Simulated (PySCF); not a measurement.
H₁₁NOSi₄ (SMILES [SiH3]N[SiH2]O[SiH2][SiH3])

```tsv
atom	x (Å)	y (Å)	z (Å)
Si	-2.9036	-0.7000	-0.4251
N	-1.3718	-0.2149	0.2133
Si	-0.8095	1.3985	0.4611
O	0.7103	1.3000	1.0016
Si	2.2607	0.8275	0.8611
Si	2.3613	-1.1472	-0.3169
H	-2.8966	-2.1626	-0.3976
H	-4.0063	-0.1714	0.3864
H	-3.0151	-0.1717	-1.7848
H	-0.8533	-0.9281	0.6987
H	-1.5122	2.1078	1.5268
H	-0.8288	2.0905	-0.8238
H	2.9503	1.9629	0.2327
H	2.6896	0.7583	2.2639
H	1.8798	-2.3157	0.4386
H	3.7456	-1.4720	-0.6847
H	1.5927	-1.1499	-1.5684
```

Geometry: GFN2-xTB.

Computed with PBE0/pcSseg-1, SCF density, gas phase, non-relativistic (PySCF 2.14.0).

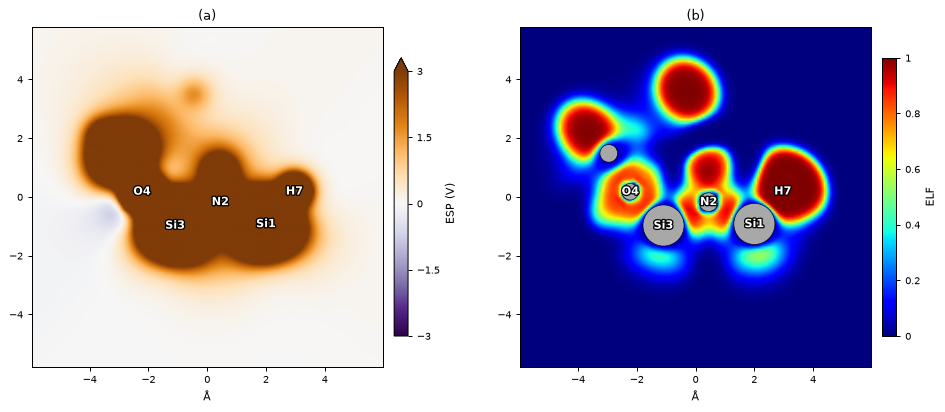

Figure 1. (a) molecular electrostatic potential; (b) electron localisation function on the plane of atoms N2, Si3 and O4. Grey discs cover the atomic cores in the ELF map.

Interpret the plot.

Atoms in the plane: Si, N, O and H.
Si–O (1.62 Å): the ELF peaks at about 0.85 between the atoms, as expected for a polar covalent bond.
Si–N (1.73 Å): the ELF peaks at about 0.90 between the atoms, as expected for a polar covalent bond.
Si–H (1.46 Å): the ELF climbs to about 1 towards the hydrogen, as it does in any bond to H.
The ELF also peaks beside O4, away from the bonds: lone-pair regions.
Outside the dense part of the molecule the potential is most negative (−0.7 V) near O4.

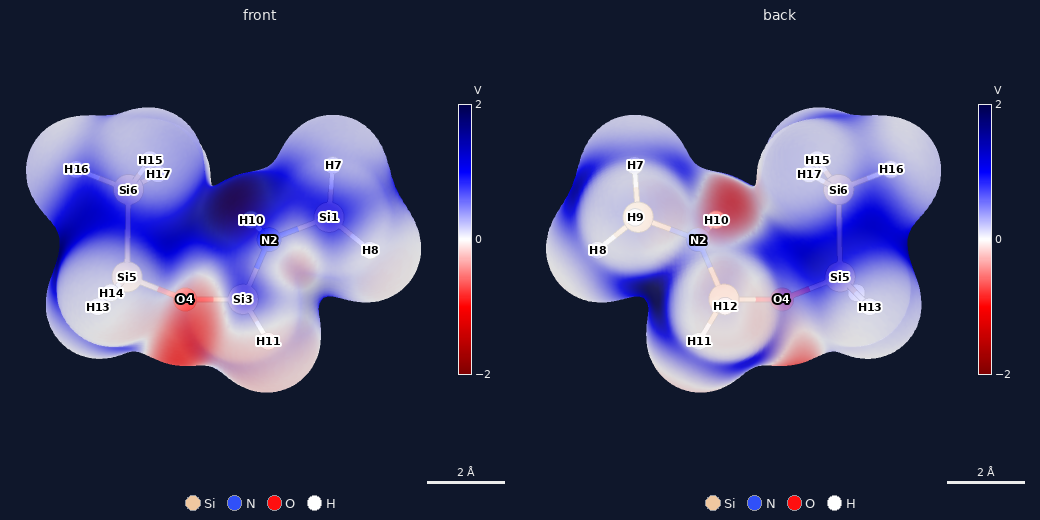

Figure 2. The electrostatic potential painted on the density surface at 0.002 e/bohr³, seen from the front and from behind; red is negative and blue positive.

Describe the electrostatic potential map.

The most negative region (about −0.8 V) lies over O4, the most positive (about +1.9 V) over Si1, Si3 and H10.
